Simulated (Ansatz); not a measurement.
Cell of (GaSb)6/(InP)6 zinc blende (001) superlattice on InP, with its geometry taken from a PBE run:

```yaml
crystal:
  lattice:
    - [4.21475, 0.00000, 0.00000]
    - [0.00000, 4.21475, 0.00000]
    - [0.00000, 0.00000, 37.17364]
  atoms:
    - { symbol: Ga, position: [0.00000, 0.00000, 0.99632] }
    - { symbol: Sb, position: [0.50000, 0.00000, 0.03956] }
    - { symbol: Ga, position: [0.50000, 0.50000, 0.08251] }
    - { symbol: Sb, position: [0.00000, 0.50000, 0.12572] }
    - { symbol: Ga, position: [0.00000, 0.00000, 0.16886] }
    - { symbol: Sb, position: [0.50000, 0.00000, 0.21203] }
    - { symbol: Ga, position: [0.50000, 0.50000, 0.25523] }
    - { symbol: Sb, position: [0.00000, 0.50000, 0.29838] }
    - { symbol: Ga, position: [0.00000, 0.00000, 0.34162] }
    - { symbol: Sb, position: [0.50000, 0.00000, 0.38476] }
    - { symbol: Ga, position: [0.50000, 0.50000, 0.42810] }
    - { symbol: Sb, position: [0.00000, 0.50000, 0.47077] }
    - { symbol: In, position: [0.00000, 0.00000, 0.52042] }
    - { symbol: P, position: [0.50000, 0.00000, 0.56045] }
    - { symbol: In, position: [0.50000, 0.50000, 0.60080] }
    - { symbol: P, position: [0.00000, 0.50000, 0.64079] }
    - { symbol: In, position: [0.00000, 0.00000, 0.68099] }
    - { symbol: P, position: [0.50000, 0.00000, 0.72099] }
    - { symbol: In, position: [0.50000, 0.50000, 0.76113] }
    - { symbol: P, position: [0.00000, 0.50000, 0.80117] }
    - { symbol: In, position: [0.00000, 0.00000, 0.84128] }
    - { symbol: P, position: [0.50000, 0.00000, 0.88137] }
    - { symbol: In, position: [0.50000, 0.50000, 0.92144] }
    - { symbol: P, position: [0.00000, 0.50000, 0.96196] }
```

The numbers are results of HSE06 (plane waves to 420 eV, PAW; Ansatz, a quantum-chemistry and plane-wave program), not measurements. Scalar-relativistic, without spin–orbit coupling. Its k-point mesh 4×4×1, Fermi–Dirac width 0.01 eV. HSE06 ran on meshes of its own (4×4×1); its edges and gaps are taken over the mesh and over extra points off it, mostly where PBE has its edges.

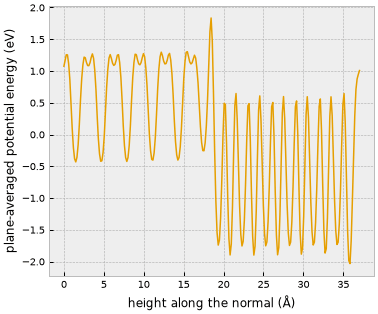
Fig. 1. Smooth (PAW) electrostatic potential energy of an electron, averaged over planes, about its mean

The curve spans 3.9 eV over the stretch drawn.
